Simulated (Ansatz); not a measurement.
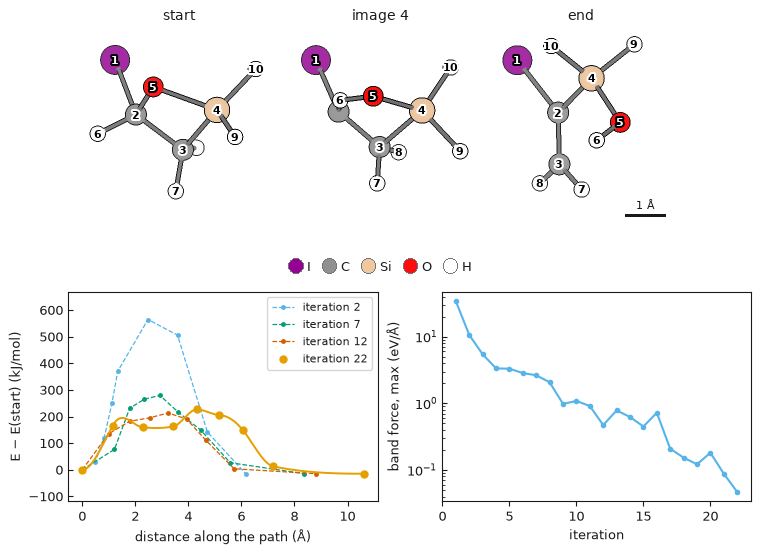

NEB run on C$_{2}$H$_{5}$IOSi. Images are numbered from 0 (start) to 8 (end). The plot follows the band through its iterations. A ball-and-stick model, seen from a free direction.

All numbers below come from RKS PBE/def2-SVP (Ansatz 0.2.0). Settings: 7 movable images; climbing image; force threshold 0.05 eV/Å; iteration limit 45; starting path through a guess of the saddle point.

Judge this run.

Answer. The run is converged, with reservations. The band converged in 22 iterations. The largest component of the band force went from 34 to 0.047 eV/Å. The climbing image converged on the top of the path. Its curvatures weren't checked. The first iteration put the highest image at 1227.5 kJ/mol. The energy climbs by 226.9 kJ/mol to image 4 and then falls by 241.5 kJ/mol, so the end point sits at −14.5 kJ/mol.
